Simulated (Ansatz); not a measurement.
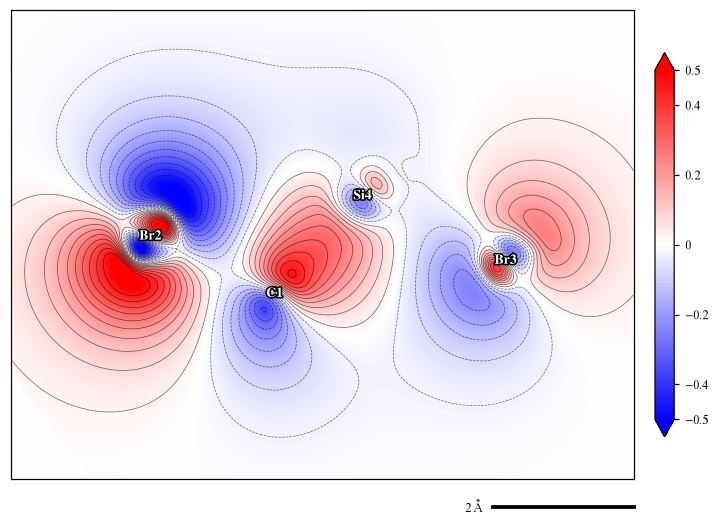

Figure 1: CH4Br2Si (SMILES BrC[SiH2]Br). The HOMO on the plane of atoms C1, Si4 and Br3 (values in Å⁻³ᐟ²; the overall sign is arbitrary).

Geometry: PBE0-D3(BJ)/def2-SVP.

Theory: isolated molecule in a Gaussian basis; Kohn-Sham density functional theory, functional PBE0 in Ansatz.

Input file:

```
basis:
  gaussian: {orbitals: def2-TZVPD}
crystal:
  periodic: [false, false, false]
  atoms:
    - {symbol: C, position_ang: [-0.683214, -1.159826, -0.616938]}
    - {symbol: Br, position_ang: [0.644386, -0.203168, -1.668729]}
    - {symbol: Br, position_ang: [-2.026444, -4.103355, 0.178739]}
    - {symbol: Si, position_ang: [-0.507793, -2.988421, -1.019892]}
    - {symbol: H, position_ang: [-0.489681, -0.944288, 0.442591]}
    - {symbol: H, position_ang: [-1.672050, -0.764789, -0.886491]}
    - {symbol: H, position_ang: [-0.778125, -3.222481, -2.462636]}
    - {symbol: H, position_ang: [0.845121, -3.469365, -0.635561]}
hamiltonian: {xc: pbe0}
output: {forces: true, orbitals: {seedname: orbitals}}
```

Command:

```sh
ansatz run input.yaml --threads 2 --pin off --max-ram 4350MiB --events-out events.jsonl --progress --plain --runs-dir runs
```

### What is the character of this orbital?

By Hirshfeld shares it lies mainly on Br2 (about 65 %), Br3 (about 15 %), C1 (about 10 %) and Si4 (about 10 %). Its energy is −8.08 eV.
